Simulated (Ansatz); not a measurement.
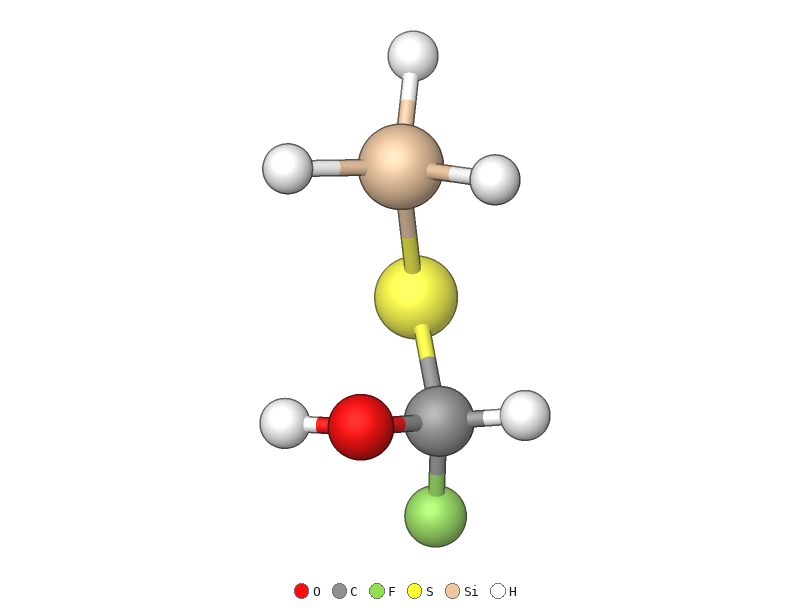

The geometry was computed by an optimisation with PBE-D4/def2-SVP. No frequency run is at hand to confirm it as a minimum.

Draw it as a skeletal formula.

SMILES: O[C@@H](F)S[SiH3]

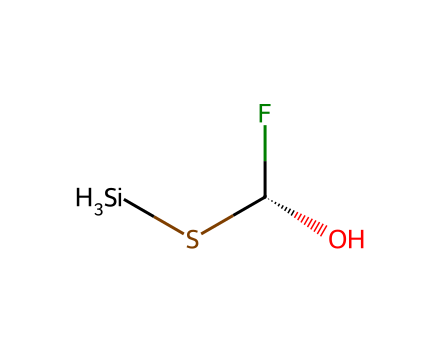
